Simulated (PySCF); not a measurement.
# Diboron tetrachloride (B2Cl4): electronic excitations at several levels of theory, part 2 of 2

PySCF 2.14.0. Atoms count from 0. Earlier steps stand in the parts before.

## 6. TDDFT and polarisability: B3LYP/def2-SVPD

Job settings and geometry (Å):

```
{"job": {"kind": "uv", "xc": "B3LYP", "basis": "def2-SVPD", "ip": true}, "charge": 0, "multiplicity": 1}
Cl    -1.661367    -1.267765     0.930677
B     -0.827412    -0.108409    -0.075890
Cl    -1.745121     0.863384    -1.201138
B      0.852157     0.075759     0.038406
Cl     1.915330    -0.900441    -0.945433
Cl     1.535784     1.245442     1.140958
```

With the program's defaults for keys left out, this is: TDDFT B3LYP/def2-SVPD, vertical, gas phase, core orbitals frozen in the response.

Standard output:

```text
coarse grid: 8672 points
cycle   1  E = -1889.9150090966  dE =  6.449e-01  |g| = 2.869e-01  |ddm| = 3.545e+00
cycle   2  E = -1889.8806793596  dE =  3.433e-02  |g| = 4.608e-01  |ddm| = 1.155e+00
cycle   3  E = -1889.9394220380  dE = -5.874e-02  |g| = 4.300e-02  |ddm| = 6.548e-01
cycle   4  E = -1889.9399343467  dE = -5.123e-04  |g| = 1.387e-02  |ddm| = 7.448e-02
cycle   5  E = -1889.9399916234  dE = -5.728e-05  |g| = 5.881e-04  |ddm| = 2.386e-02
cycle   6  E = -1889.9399917424  dE = -1.190e-07  |g| = 2.396e-04  |ddm| = 2.003e-03
final grid: 69400 points
cycle   7  E = -1890.1294326795  dE = -1.058e-05  |g| = 2.609e-03  |ddm| = 3.336e-02
cycle   8  E = -1890.1294321980  dE =  4.815e-07  |g| = 2.831e-03  |ddm| = 7.868e-03
cycle   9  E = -1890.1294341310  dE = -1.933e-06  |g| = 6.729e-04  |ddm| = 4.808e-03
cycle  10  E = -1890.1294342724  dE = -1.414e-07  |g| = 5.693e-05  |ddm| = 9.875e-04
cycle  11  E = -1890.1294342731  dE = -7.467e-10  |g| = 2.870e-05  |ddm| = 1.360e-04
converged SCF energy = -1890.1294342731

Static polarisability (au): isotropic 83.123, principal 79.935 80.708 88.727

Singlet excitations
state   eV       nm        f      main configurations
  1   4.9130    252.4   0.00527   H->L 0.97
  2   4.9567    250.1   0.00526   H->L+1 0.97
  3   5.6094    221.0   0.00000   H-1->L 0.53, H-2->L+1 0.30, H-1->L+1 0.14
  4   5.6223    220.5   0.00011   H-2->L 0.52, H-1->L+1 0.33, H-2->L+1 0.12
  5   5.9970    206.7   0.00006   H-2->L+1 0.47, H-1->L 0.38, H-1->L+1 0.09
  6   6.1238    202.5   0.07107   H-1->L+1 0.43, H-2->L 0.38, H-2->L+1 0.10
  7   6.3737    194.5   0.02272   H-3->L 0.81, H-4->L+1 0.12
  8   6.4061    193.5   0.01171   H-3->L+1 0.72, H-4->L 0.24
  9   6.5644    188.9   0.04306   H-4->L 0.54, H-5->L+1 0.34, H-3->L+1 0.09
 10   6.5704    188.7   0.02410   H-4->L+1 0.59, H-5->L 0.38

Triplet excitations (Tamm-Dancoff, eV): 4.3510 4.4021 5.4436 5.4536
Vertical ionisation energy (delta-SCF) = 10.4755 eV
Vertical electron affinity (delta-SCF) = 0.4765 eV
```

Run time: 79 s. Hardware: 1 thread of Arm Neoverse V2, shared host; peak memory 0.69 GiB.

This run: HOMO -8.42 eV, LUMO -2.34 eV; lowest singlet 4.91 eV.

## 7. TDDFT and polarisability: PBE0/def2-SVPD

Same as in step 6 but for these lines:

```diff
@@ -1,2 +1,2 @@
-{"job": {"kind": "uv", "xc": "B3LYP", "basis": "def2-SVPD", "ip": true}, "charge": 0, "multiplicity": 1}
+{"job": {"kind": "uv", "xc": "PBE0", "basis": "def2-SVPD", "ip": true}, "charge": 0, "multiplicity": 1}
 Cl    -1.661367    -1.267765     0.930677
```

With the program's defaults for keys left out, this is: TDDFT PBE0/def2-SVPD, vertical, gas phase, core orbitals frozen in the response.

Standard output:

```text
coarse grid: 8672 points
cycle   1  E = -1889.1899532547  dE =  6.716e-01  |g| = 2.842e-01  |ddm| = 3.609e+00
cycle   2  E = -1889.1617801160  dE =  2.817e-02  |g| = 4.355e-01  |ddm| = 1.049e+00
cycle   3  E = -1889.2149862452  dE = -5.321e-02  |g| = 3.367e-02  |ddm| = 6.422e-01
cycle   4  E = -1889.2152971504  dE = -3.109e-04  |g| = 1.180e-02  |ddm| = 6.134e-02
cycle   5  E = -1889.2153380325  dE = -4.088e-05  |g| = 4.718e-04  |ddm| = 2.158e-02
cycle   6  E = -1889.2153381455  dE = -1.131e-07  |g| = 1.088e-04  |ddm| = 1.619e-03
final grid: 69400 points
cycle   7  E = -1889.4018194972  dE = -1.528e-05  |g| = 2.219e-03  |ddm| = 2.641e-02
cycle   8  E = -1889.4018197725  dE = -2.753e-07  |g| = 2.082e-03  |ddm| = 9.127e-03
cycle   9  E = -1889.4018209945  dE = -1.222e-06  |g| = 6.592e-04  |ddm| = 3.957e-03
cycle  10  E = -1889.4018211120  dE = -1.175e-07  |g| = 8.617e-05  |ddm| = 1.161e-03
cycle  11  E = -1889.4018211141  dE = -2.077e-09  |g| = 2.294e-05  |ddm| = 1.515e-04
cycle  12  E = -1889.4018211143  dE = -1.482e-10  |g| = 1.055e-05  |ddm| = 6.410e-05
converged SCF energy = -1889.4018211143

Static polarisability (au): isotropic 82.043, principal 78.961 79.724 87.443

Singlet excitations
state   eV       nm        f      main configurations
  1   4.9543    250.3   0.00551   H->L 0.97
  2   4.9984    248.0   0.00551   H->L+1 0.97
  3   5.7064    217.3   0.00000   H-1->L 0.51, H-2->L+1 0.30, H-1->L+1 0.15
  4   5.7193    216.8   0.00008   H-2->L 0.52, H-1->L+1 0.33, H-2->L+1 0.13
  5   6.1874    200.4   0.00007   H-2->L+1 0.46, H-1->L 0.39, H-1->L+1 0.09
  6   6.3137    196.4   0.07142   H-1->L+1 0.42, H-2->L 0.38, H-2->L+1 0.11
  7   6.5468    189.4   0.03786   H-3->L 0.85, H-5->L 0.11
  8   6.5911    188.1   0.02633   H-3->L+1 0.82, H-4->L 0.10
  9   6.6992    185.1   0.04238   H-4->L 0.73, H-5->L+1 0.23
 10   6.7219    184.4   0.02269   H-4->L+1 0.73, H-5->L 0.26

Triplet excitations (Tamm-Dancoff, eV): 4.3079 4.3598 5.5230 5.5324
Vertical ionisation energy (delta-SCF) = 10.5454 eV
Vertical electron affinity (delta-SCF) = 0.5351 eV
```

It took 94 s on 1 thread of Arm Neoverse V2, shared host; peak memory 0.64 GiB.

This run: HOMO -8.65 eV, LUMO -2.21 eV; lowest singlet 4.95 eV.

## 8. Ultraviolet spectrum: BHandHLYP/def2-SVPD

Same as in step 7 but for these lines:

```diff
@@ -1,2 +1,2 @@
-{"job": {"kind": "uv", "xc": "PBE0", "basis": "def2-SVPD", "ip": true}, "charge": 0, "multiplicity": 1}
+{"job": {"kind": "uv", "xc": "BHandHLYP", "basis": "def2-SVPD", "ip": true}, "charge": 0, "multiplicity": 1}
 Cl    -1.661367    -1.267765     0.930677
```

Level: TDDFT BHandHLYP/def2-SVPD, vertical, gas phase, core orbitals frozen in the response.

Standard output:

```text
coarse grid: 8672 points
cycle   1  E = -1889.8687052306  dE =  8.019e-01  |g| = 4.091e-01  |ddm| = 3.319e+00
cycle   2  E = -1889.8583661613  dE =  1.034e-02  |g| = 4.859e-01  |ddm| = 1.269e+00
cycle   3  E = -1889.9258526599  dE = -6.749e-02  |g| = 2.537e-02  |ddm| = 7.316e-01
cycle   4  E = -1889.9261865844  dE = -3.339e-04  |g| = 7.951e-03  |ddm| = 7.460e-02
cycle   5  E = -1889.9262076504  dE = -2.107e-05  |g| = 1.392e-03  |ddm| = 1.825e-02
cycle   6  E = -1889.9262085704  dE = -9.200e-07  |g| = 1.763e-04  |ddm| = 3.206e-03
final grid: 69400 points
cycle   7  E = -1890.0485740045  dE = -6.093e-06  |g| = 1.481e-03  |ddm| = 2.453e-02
cycle   8  E = -1890.0485743356  dE = -3.311e-07  |g| = 9.605e-04  |ddm| = 3.958e-03
cycle   9  E = -1890.0485745434  dE = -2.078e-07  |g| = 2.006e-04  |ddm| = 1.693e-03
cycle  10  E = -1890.0485745555  dE = -1.214e-08  |g| = 5.616e-05  |ddm| = 3.849e-04
cycle  11  E = -1890.0485745566  dE = -1.075e-09  |g| = 7.584e-06  |ddm| = 1.118e-04
cycle  12  E = -1890.0485745566  dE = -1.910e-11  |g| = 2.390e-06  |ddm| = 1.918e-05
converged SCF energy = -1890.0485745566

Static polarisability (au): isotropic 78.823, principal 76.352 77.055 83.061

Singlet excitations
state   eV       nm        f      main configurations
  1   5.4451    227.7   0.00601   H->L 0.94
  2   5.4914    225.8   0.00600   H->L+1 0.94
  3   6.3193    196.2   0.00000   H-1->L 0.49, H-2->L+1 0.29, H-1->L+1 0.18
  4   6.3289    195.9   0.00003   H-2->L 0.51, H-1->L+1 0.30, H-2->L+1 0.16
  5   7.2207    171.7   0.11137   H-3->L 0.61, H-4->L+1 0.24, H-5->L 0.11
  6   7.2428    171.2   0.11304   H-3->L+1 0.53, H-4->L 0.33, H-5->L+1 0.10
  7   7.2670    170.6   0.00010   H-2->L+1 0.42, H-1->L 0.39, H-1->L+1 0.08
  8   7.4205    167.1   0.08743   H-1->L+1 0.41, H-2->L 0.39, H-2->L+1 0.10
  9   7.6934    161.2   0.00002   H-4->L 0.59, H-3->L+1 0.37
 10   7.7088    160.8   0.00005   H-4->L+1 0.64, H-3->L 0.30

Triplet excitations (Tamm-Dancoff, eV): 4.7970 4.8524 6.1440 6.1523
Vertical ionisation energy (delta-SCF) = 10.9199 eV
```

Run time: 53 s. Hardware: 1 thread of Arm Neoverse V2, shared host; peak memory 0.64 GiB.

In short: HOMO -9.91 eV, LUMO -1.10 eV; lowest singlet 5.45 eV.

## 9. Run by run: electronic excitations

Excitations and ground-state properties, with basis size and wall time:

| run | lowest singlet (eV) | brightest (eV) | f | gap (eV) | α (Å³) | μ (D) | functions | time |
| --- | --- | --- | --- | --- | --- | --- | --- | --- |
| HF/def2-SVPD | 6.22 | 8.35 | 0.150 | 13.34 | 11.03 | 0.01 | 148 | 13 s |
| LDA/def2-SVPD | 4.36 | 5.13 | 0.067 | 4.08 | 12.94 | 0.01 | 148 | 50 s |
| PBE/def2-SVPD | 4.47 | 5.23 | 0.064 | 4.21 | 12.86 | 0.01 | 148 | 90 s |
| B3LYP/def2-SVPD | 4.91 | 6.12 | 0.071 | 6.08 | 12.32 | 0.01 | 148 | 79 s |
| PBE0/def2-SVPD | 4.95 | 6.31 | 0.071 | 6.45 | 12.16 | 0.01 | 148 | 94 s |
| BHandHLYP/def2-SVPD | 5.45 | 7.24 | 0.113 | 8.80 | 11.68 | 0.01 | 148 | 53 s |

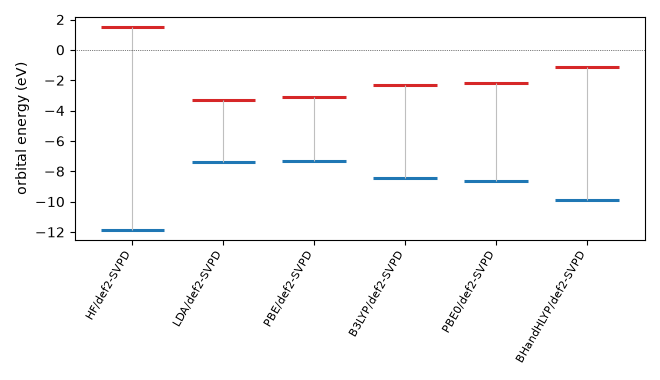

HOMO (blue) and LUMO (red) run by run.

Measured dipole: 0.00 D (gas; NIST CCCBDB Release 22 (SRD 101), experimental dipoles).

## 10. Summary of results

What follows sums up all 2 parts.

| quantity | value |
| --- | --- |
| point group | D2d |
| rotational constants (main isotopes) | 1.59, 0.86, 0.85 GHz |
| lowest singlet (HF/def2-SVPD) | 6.22 eV (199 nm), f = 0.009 |
| brightest single state of those computed | state 5, 8.35 eV, f = 0.150 |
| lowest triplet | 5.31 eV |
| vertical ionisation energy (ΔSCF) | 10.88 eV |
| range of the lowest singlet | 4.36 to 6.22 eV |

What this shows: Single values in the summary come from the first run of each kind that ended normally (HF/def2-SVPD), which need not be the best level. The start was shaken at random, so part of the energy gained undoes that. Relaxing lowered the energy by 0.251 eV in 10 steps; the close pair that moved most is B1–B3, from 1.821 to 1.693 Å. No frequency check was run at this level, so the end point may be a saddle. The lowest singlet, at 6.22 eV, is HOMO→LUMO+1 0.87 and is weak; of the 10 states computed, the strongest absorption comes from states 5 to 6 together at 8.35 eV. The lowest triplet lies 0.91 eV below the lowest singlet (triplets in Tamm-Dancoff, singlets in full TDDFT). ΔSCF puts the ionisation energy at 10.88 eV, 0.97 eV below −ε(HOMO). The dipole moment, 0.01 D, compares with 0.00 D measured (one conformer here). The lowest singlet runs from 4.36 eV (LDA/def2-SVPD) to 6.22 eV (HF/def2-SVPD), while the orbital gap spans 4.08 to 13.34 eV: the excitation energy moves far less from run to run than the orbital gap does. The lowest state need not be the same one in every run. The runs solved for a few states only, so the brightest column depends on that window.
